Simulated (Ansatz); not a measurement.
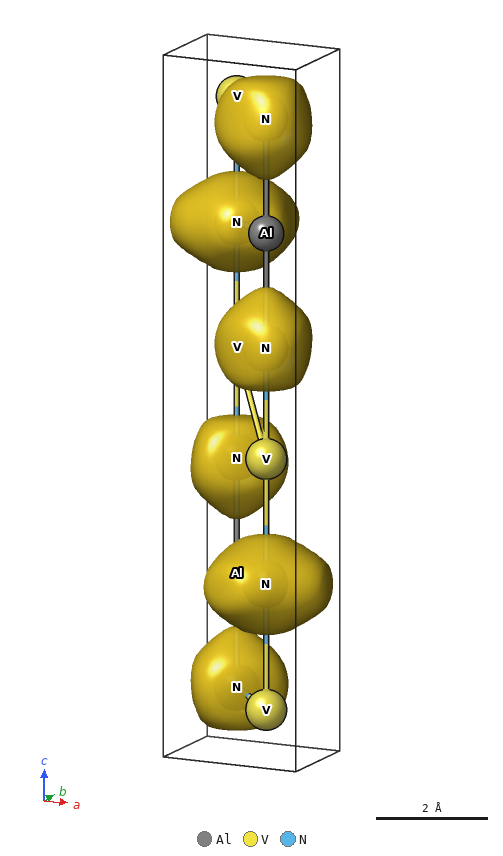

AlV₂N₃. Isosurface of the ELF at 0.65 (yellow), seen slightly off an axis. Only the valence region is drawn (cores and ρ < 0.01 e/Å³ removed). Sticks mark near contacts.

Space group P6₃/mmc; a structure generated by program, which may or may not match a known phase; computed without spin polarisation.

These are results of DFT PBE, scalar-relativistic, plane waves, PAW in Ansatz, not measurements.

Core electrons are frozen (PAW), and the valence fields are smoothed inside the atomic spheres.

Question: What do the ELF domains correspond to?

Answer: The surface consists of six regions on N in which the atom's valence shell and bonds are merged, counted in one cell of 12 atoms. Any copies at cell faces, edges or corners count once.

Values along the shortest contacts:
Al–N (1.92 Å): the ELF peaks at about 0.90 between the atoms. V–N (1.93 Å): the ELF peaks at about 0.85 in the valence shell of N, 0.6 Å from its nucleus, and is about 0.30 at the midpoint; no localised pair shows between them.
